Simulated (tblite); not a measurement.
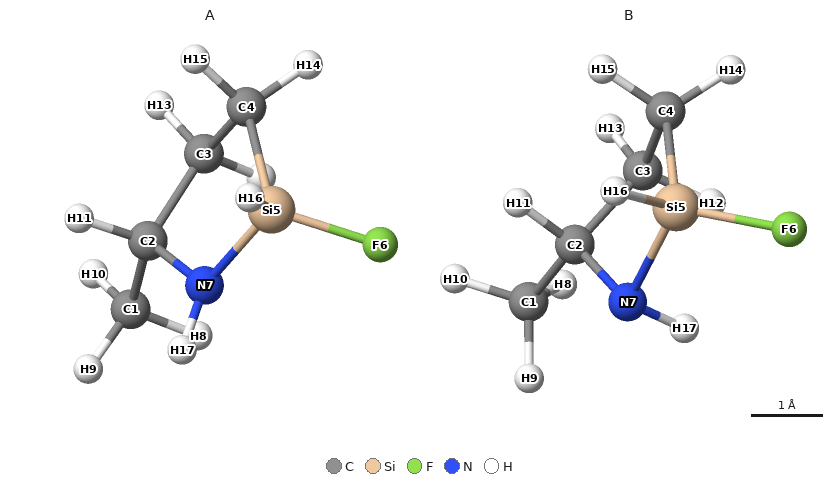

Two geometries of C4H10FNSi, drawn at one scale. One is the start of a relaxation, the other its converged end. A ball-and-stick model, seen from a free direction.

Theory: tblite 0.8.0, GFN2-xTB geometry optimisation, gas phase. 

> Which of the two is the end point?

Structure A is the relaxed one. The energy falls by 0.950 eV in 108 geometry steps. The atom that moves furthest after the best rigid fit is H17 (1.50 Å). Largest moves by element: H 1.50 Å, F 0.53 Å, C 0.37 Å, N 0.24 Å, Si 0.21 Å. Near-neighbour distances that change, for instance: Si5–N7 1.814 → 1.705 Å, Si5–F6 1.682 → 1.618 Å, N7–H17 1.048 → 1.006 Å, C4–Si5 1.867 → 1.894 Å. Bond angles that change, for instance: Si5–N7–H17 105.7° → 126.5°, C2–N7–Si5 98.4° → 114.9°, C2–N7–H17 104.0° → 114.7°. Groups turn about C1–C2 by about 55°, C2–C3 by about 25°.
